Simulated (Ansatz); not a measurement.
Fields on a plane of Hf (hcp, Mg type)

```
CELL_PARAMETERS angstrom
      3.19791     0.00000     0.00000
     -1.59896     2.76947     0.00000
      0.00000     0.00000     5.04735
ATOMIC_POSITIONS crystal
  Hf 0.33333 0.66667 0.75000
  Hf 0.66667 0.33333 0.25000
```

The slice is a (-1 1 0 2) plane (indices of the conventional cell) through the point (0.667, 0.333, 0.250) (fractional), spanned by u = [110] and v = [1 -1 1] in vectors of this cell: u (3.20 Å) and v (7.49 Å, at 90° to u). It covers one period; positions are fractions (u, v).

Atoms on it: Hf at (0.00, 0.00). Other atoms lie within 1 Å of the plane.

Level of theory: r2SCAN (plane waves to 500 eV, PAW, scalar-relativistic; Ansatz, a first-principles code). k mesh 17×17×9. Inside the PAW spheres the values are not all-electron values, and peaks at nuclei hang on which shells count as valence. Hf is run without spin polarisation. Hf was relaxed with its symmetry unable to fall. Spin-orbit coupling is left out, though Hf is heavy.

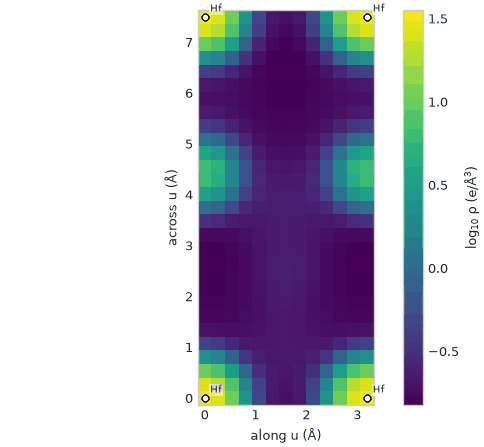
Figure: Log₁₀ of the valence density in e/Å³, one period of the plane, atoms marked. The scale is logarithmic, as a density can span decades between atoms and voids.

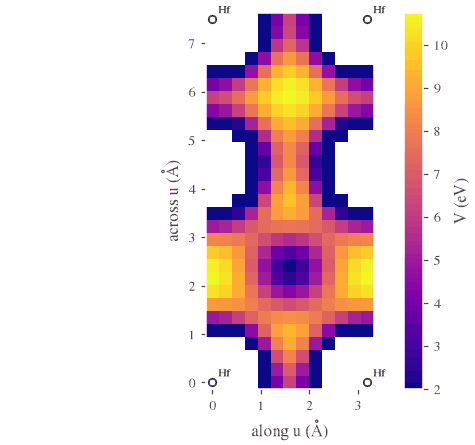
Figure: Electrostatic potential energy of an electron, from the cell's mean, in eV, one period of the plane, atoms marked. Points within 1 Å of a nucleus are left white, as the pseudised field means little there. Values under 2 eV are set to 2. The zero, the cell's mean, hangs on the PAW cores.

The density on the Hf–Hf line (3.20 Å) at its midpoint is 0.19 e/Å³ and the ELF at that point comes out as 0.29.
